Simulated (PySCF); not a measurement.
Run report: GeH$_{3}$F$_{2}$ (charge −1), spin–spin coupling calculation

System: GeH$_{3}$F$_{2}$, charge −1.
Method: B3LYP/pcJ-1 Ge:pcSseg-1 indirect spin-spin coupling, non-relativistic, gas phase (PySCF 2.14.0).

The geometry comes from this level: PBE0-D3(BJ)/def2-TZVPD.

Figures and captions count atoms from 1; the log counts them from 0 in places.

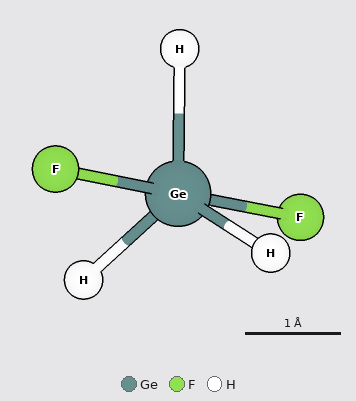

**Figure 1.** The structure as given in the input (ball-and-stick view, seen at a tilt). Sticks mark near contacts. Bond lengths as drawn: F–Ge 1.91 Å and Ge–H 1.55 Å.

## Input
```
{"job": {"kind": "j", "xc": "B3LYP", "basis": "pcJ-1"}, "charge": -1, "multiplicity": 1, "parts": [{"atoms": "0-4", "charge": 0, "multiplicity": 1}, {"atoms": "5-5", "charge": -1, "multiplicity": 1}]}
Ge    -0.483747    -0.042338    -0.017269
F      1.261241    -0.752475     0.273804
H     -0.756560    -1.142968    -1.070739
H      0.141435     1.306276    -0.448206
H     -0.839922    -0.299198     1.466812
F     -2.225745     0.676074    -0.312842
```

The first line tells a small driver script what to run in PySCF; the rest is the geometry in Å.

Hardware: 1 CPU thread, shared host.

Launch command:
```bash
OMP_NUM_THREADS=1 python <driver script> task.json out
```

## Log
```
coarse grid: 25432 points
cycle   1  E = -2278.2294673801  dE = -8.082e-01  |g| = 1.340e+00  |ddm| = 1.922e+00
cycle   2  E = -2277.7181084169  dE =  5.114e-01  |g| = 2.267e+00  |ddm| = 2.495e+00
cycle   3  E = -2278.4189012955  dE = -7.008e-01  |g| = 2.592e-01  |ddm| = 1.907e+00
cycle   4  E = -2278.4274198847  dE = -8.519e-03  |g| = 7.829e-02  |ddm| = 1.723e-01
cycle   5  E = -2278.4278848738  dE = -4.650e-04  |g| = 1.367e-02  |ddm| = 4.481e-02
cycle   6  E = -2278.4279193926  dE = -3.452e-05  |g| = 2.348e-03  |ddm| = 1.649e-02
cycle   7  E = -2278.4279205346  dE = -1.142e-06  |g| = 1.831e-04  |ddm| = 2.853e-03
final grid: 52368 points
cycle   8  E = -2278.4278507344  dE = -1.467e-07  |g| = 2.855e-04  |ddm| = 8.317e-04
cycle   9  E = -2278.4278507167  dE =  1.768e-08  |g| = 4.612e-04  |ddm| = 3.983e-04
cycle  10  E = -2278.4278507457  dE = -2.899e-08  |g| = 1.504e-05  |ddm| = 2.448e-04
cycle  11  E = -2278.4278507457  dE = -5.184e-11  |g| = 7.442e-06  |ddm| = 1.437e-05
converged SCF energy = -2278.4278507457

Indirect spin-spin couplings (Hz)
  i      j    bonds     total        FC       PSO       DSO        SD
  1 F    2 H    2     73.052    75.617    -1.812    -0.287    -0.466
  1 F    3 H    2     74.702    77.290    -1.862    -0.265    -0.461
  1 F    4 H    2     72.738    75.295    -1.784    -0.302    -0.470
  1 F    5 F    2    121.764   126.765    -6.908    -4.323     6.230
  2 H    3 H    2     11.954    16.359     1.308    -5.738     0.026
  2 H    4 H    2     12.101    16.449     1.289    -5.664     0.026
  2 H    5 F    2     72.878    75.436    -1.795    -0.294    -0.469
  3 H    4 H    2     12.061    16.492     1.316    -5.772     0.025
  3 H    5 F    2     74.551    77.134    -1.856    -0.266    -0.460
  4 H    5 F    2     72.821    75.382    -1.802    -0.291    -0.468

== part 1 alone, relaxed ==
coarse grid: 20136 points
cycle   1  E = -2178.4017841942  dE = -7.105e-01  |g| = 1.096e+00  |ddm| = 1.883e+00
cycle   2  E = -2178.1645108484  dE =  2.373e-01  |g| = 1.654e+00  |ddm| = 1.397e+00
cycle   3  E = -2178.4973040115  dE = -3.328e-01  |g| = 2.875e-01  |ddm| = 1.044e+00
cycle   4  E = -2178.5082214704  dE = -1.092e-02  |g| = 6.469e-02  |ddm| = 1.614e-01
cycle   5  E = -2178.5085786113  dE = -3.571e-04  |g| = 5.735e-03  |ddm| = 3.284e-02
cycle   6  E = -2178.5085831395  dE = -4.528e-06  |g| = 7.695e-04  |ddm| = 5.223e-03
final grid: 40760 points
cycle   7  E = -2178.5085893390  dE =  3.002e-08  |g| = 1.151e-03  |ddm| = 1.534e-03
cycle   8  E = -2178.5085891366  dE =  2.024e-07  |g| = 1.724e-03  |ddm| = 1.586e-03
cycle   9  E = -2178.5085895031  dE = -3.665e-07  |g| = 1.839e-04  |ddm| = 8.855e-04
cycle  10  E = -2178.5085895074  dE = -4.304e-09  |g| = 1.605e-05  |ddm| = 1.082e-04
cycle  11  E = -2178.5085895075  dE = -6.958e-11  |g| = 1.079e-06  |ddm| = 2.376e-05
converged SCF energy = -2178.5085895075

Indirect spin-spin couplings (Hz)
  i      j    bonds     total        FC       PSO       DSO        SD
  1 F    2 H    2     35.187    37.017     2.337    -2.917    -1.249
  1 F    3 H    2     35.144    36.974     2.339    -2.920    -1.249
  1 F    4 H    2     35.156    36.985     2.338    -2.919    -1.249
  2 H    3 H    2     28.258    31.920     1.327    -5.049     0.060
  2 H    4 H    2     28.251    31.913     1.327    -5.050     0.060
  3 H    4 H    2     28.268    31.930     1.327    -5.049     0.060
```

## Results in brief

- outcome: converged
- total energy: −2278.427851 hartree
- HOMO: −2.52 eV
- LUMO: 6.09 eV
- wall time: 22 s
- peak memory: 0.7 GiB

## Notes

Spin–orbit coupling is left out, which matters for the heavy atoms.
